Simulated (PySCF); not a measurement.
**C$_{4}$H$_{5}$PS, SMILES `Cc1cscp1`: what the electrons do**

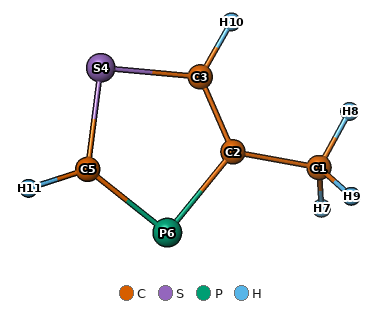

The molecule, with its atoms numbered as below. No frequency check shows the geometry to be a minimum.

Coordinates in Å:

```
C1       2.4372    0.6184   -0.0001
C2       0.9769    0.2862    0.0001
C3       0.0103    1.2335    0.0002
S4      -1.6237    0.7080   -0.0001
C5      -1.2258   -0.9588    0.0000
P6       0.4153   -1.4090    0.0000
H7       2.9201    0.1957   -0.8805
H8       2.5888    1.6956    0.0007
H9       2.9206    0.1945    0.8792
H10      0.1790    2.2961    0.0005
H11     -2.0498   -1.6502    0.0001
```

## 1. Local ionisation energy

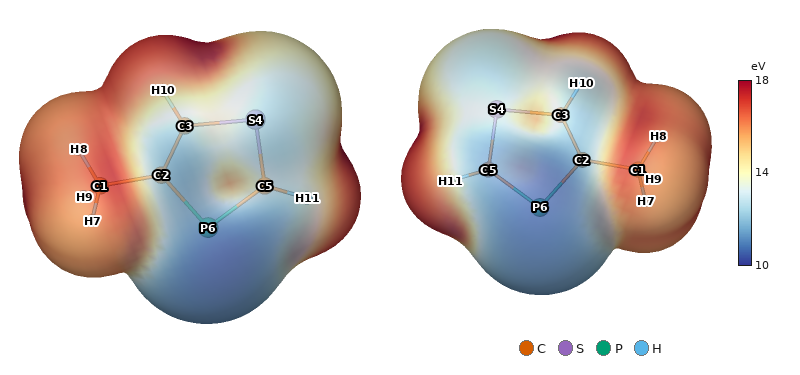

Average local ionisation energy on the surface of electron density 0.001 a.u. (back view left, front view right).

Level of theory: HF/def2-SVP (PySCF), at a geometry from GFN2-xTB.

> Locate the minima of the map.

The lowest value is 10.4 eV, 2.3 Å from P6, and at like points elsewhere. Further minima include 11.8 eV, over C3, off the plane of its three bonds (2.1 Å), and at like points elsewhere; 12.2 eV, 2.2 Å from S4, and at like points elsewhere. For comparison, the highest occupied orbital lies at −8.7 eV.

> What volume does the surface enclose, and what is the dipole moment?

About 143 Å³; the dipole moment is 1.2 D.

## 2. Localised orbitals

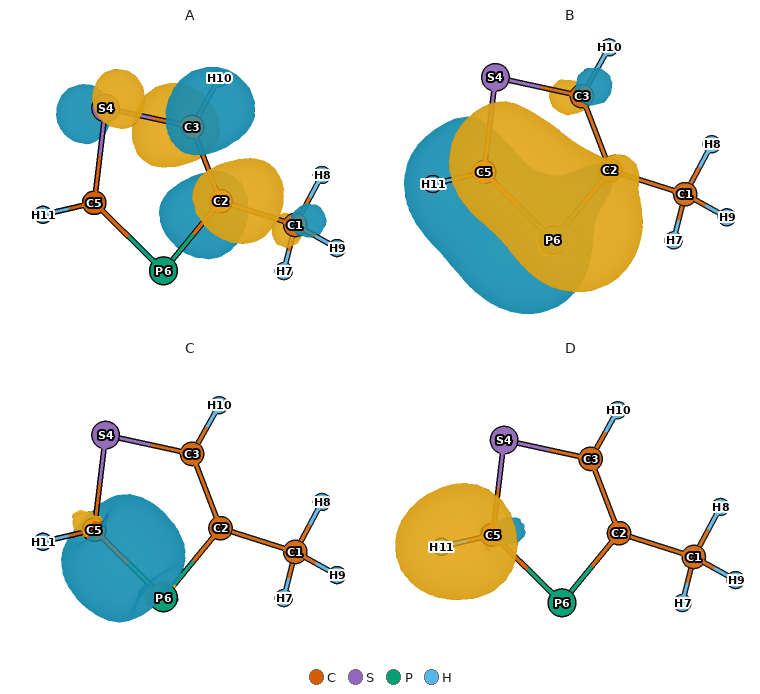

Intrinsic bond orbitals (IBO), occupied and valence-virtual; each surface holds about 80 % of the orbital's density. Energies are diagonal elements of the Fock matrix.

PySCF calculation, r2SCAN/6-31+G*, gas phase; geometry: GFN2-xTB.

> Name the orbitals, with their atomic make-up and energies.

By panel:
- A: π* orbital C2–C3 (C2 45 %, C3 41 %, S4 7 %; 1.0 eV)
- B: π bond P6–C5 (P6 49 %, C5 46 %; −7.0 eV)
- C: σ bond C5–P6 (C5 60 %, P6 40 %; −14.3 eV)
- D: σ bond C5–H11 (C5 59 %, H11 40 %; −13.8 eV)

> How do all the valence pairs divide up?

16 pairs: 11 σ bonds, 2 lone pairs, 2 two-centre π bonds and 1 partly delocalised lone pair.

## 3. Magnetic shielding

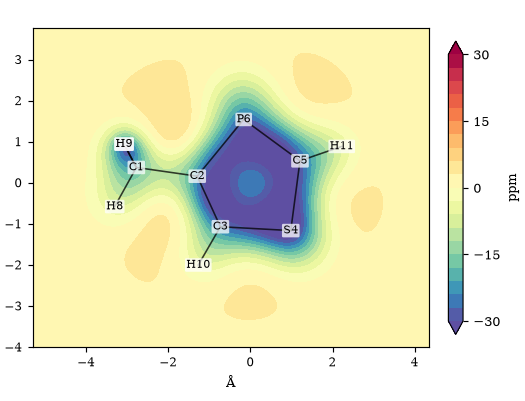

NICSzz (the component normal to the ring) 1.0 Å above the plane of the 5-membered ring C2/C3/S4/C5/P6; GIAO shieldings; atoms are projected onto the map; negative values mean shielding.

Method: HF/6-31+G*; geometry: GFN2-xTB; program: PySCF.

> Is the ring aromatic by this magnetic criterion?

It is strongly diatropic (aromatic): NICS(0) = −11.4, NICS(1) = −10.2, NICS(1)zz = −24.8 ppm.

> What absolute proton shieldings does the same calculation give?

From 23.5 ppm (H11) to 30.1 ppm (H8).

The PySCF runs shown took 1.4 s, 24 s and 19 s on 1 thread of Intel(R) Xeon(R) 6975P-C (Granite Rapids), with other jobs on the host.
